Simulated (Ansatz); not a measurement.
# AlBH3 radical: one structure at several levels

Aim: energy, forces and dipole at a structure displaced at random from a GFN2-xTB minimum, from CCSD(T) and from density functionals.

Computed with Ansatz 0.2.0, Gaussian basis. Level: single points in def2-TZVPP.

Correlated methods freeze the cores. Orbitals are unrestricted.

## (1) The system as given

SMILES `[BH2][AlH]`, 5 atoms, charge 0, spin multiplicity 2.

Atoms are counted from 1 here; the program's logs count them from 0.

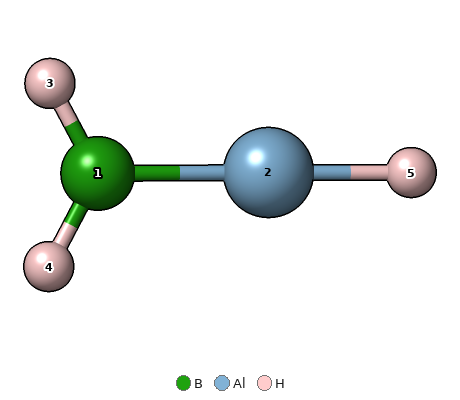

The starting geometry (boron green, aluminium light blue, hydrogen pink); atoms are numbered from 1 in the order of the file.

Coordinates:

```
B    -0.2414   -0.8584    0.2025
Al    0.2930    1.0257   -0.2277
H    -1.2687   -1.0272    0.7812
H     0.5105   -1.7683   -0.1409
H     0.7410    2.5984   -0.6061
```

## (2) CCSD(T)/def2-TZVPP

run/in.yaml

```yaml
crystal:
  periodic: [false, false, false]
  atoms:
    - {symbol: B, position_ang: [-0.241400, -0.858400, 0.202500]}
    - {symbol: Al, position_ang: [0.293000, 1.025700, -0.227700]}
    - {symbol: H, position_ang: [-1.268700, -1.027200, 0.781200]}
    - {symbol: H, position_ang: [0.510500, -1.768300, -0.140900]}
    - {symbol: H, position_ang: [0.741000, 2.598400, -0.606100]}
basis:
  gaussian: {orbitals: def2-TZVPP}
magnetization: {spin_polarized: true, initial_magnetization: 1}
correlation: {method: ccsd_t}
scf: {omitted_lower_state_checks: [cluster_reference]}
output: {forces: true}
```

No record of the launch command was kept for these runs.

## (3) PBE0-D4/def2-TZVPP

Edit run/in.yaml of step 2 so:

```diff
@@ -11,4 +11,3 @@
 magnetization: {spin_polarized: true, initial_magnetization: 1}
-correlation: {method: ccsd_t}
-scf: {omitted_lower_state_checks: [cluster_reference]}
-output: {forces: true}
+hamiltonian: {xc: pbe0, dispersion: d4}
+output: {forces: true, orbitals: {seedname: orbitals}}
```

## (4) wB97M-V/def2-TZVPP

Edit run/in.yaml of step 3 so:

```diff
@@ -11,3 +11,3 @@
 magnetization: {spin_polarized: true, initial_magnetization: 1}
-hamiltonian: {xc: pbe0, dispersion: d4}
-output: {forces: true, orbitals: {seedname: orbitals}}
+hamiltonian: {xc: {name: wB97M-V}}
+output: {forces: true}
```

## (5) r2SCAN-D4/def2-TZVPP

Edit run/in.yaml of step 4 so:

```diff
@@ -11,3 +11,3 @@
 magnetization: {spin_polarized: true, initial_magnetization: 1}
-hamiltonian: {xc: {name: wB97M-V}}
+hamiltonian: {xc: r2scan, dispersion: d4}
 output: {forces: true}
```

## (6) PBE-D4/def2-TZVPP

Edit run/in.yaml of step 5 so:

```diff
@@ -11,3 +11,3 @@
 magnetization: {spin_polarized: true, initial_magnetization: 1}
-hamiltonian: {xc: r2scan, dispersion: d4}
+hamiltonian: {xc: pbe, dispersion: d4}
 output: {forces: true}
```

## (7) SPW92/def2-TZVPP

Edit run/in.yaml of step 6 so:

```diff
@@ -11,3 +11,3 @@
 magnetization: {spin_polarized: true, initial_magnetization: 1}
-hamiltonian: {xc: pbe, dispersion: d4}
+hamiltonian: {xc: lda}
 output: {forces: true}
```

## (8) CAM-B3LYP-D4/def2-TZVPP

Edit run/in.yaml of step 7 so:

```diff
@@ -11,3 +11,3 @@
 magnetization: {spin_polarized: true, initial_magnetization: 1}
-hamiltonian: {xc: lda}
+hamiltonian: {xc: {name: CAM-B3LYP}, dispersion: d4}
 output: {forces: true}
```

(Steps that only read results are left out.)

**Question.** What will these runs give? Wanted: energy less free atoms, CCSD(T)/def2-TZVPP; RMS force component; RMS force error; HOMO and LUMO, PBE0-D4; T1 diagnostic.

As calculated:

```
                                  quantity                                                                                              value
energy less free atoms, CCSD(T)/def2-TZVPP                                                                                     -1203.2 kJ/mol
                       RMS force component                                                               0.359 to 0.481 eV/Å over the methods
                           RMS force error  PBE0-D4 0.075, wB97M-V 0.088, r2SCAN-D4 0.072, PBE-D4 0.118, SPW92 0.211, CAM-B3LYP-D4 0.104 eV/Å
                    HOMO and LUMO, PBE0-D4                                                                                 -5.30 and -2.39 eV
                             T1 diagnostic                                                                                              0.022
```

Against CCSD(T) the functionals' energies less atoms differ by -189.0 to -37.6 kJ/mol, PBE-D4 by -55.5 kJ/mol. The reference is not at the basis limit: in triple zeta CCSD(T) underbinds, which counts against methods that bind more; the gaps are no ranking. The forces of r2SCAN-D4 come nearest to CCSD(T), those of SPW92 are farthest. Frozen-core CCSD(T) forces in triple zeta carry basis errors of their own, and this is one geometry, so small gaps rank nothing.
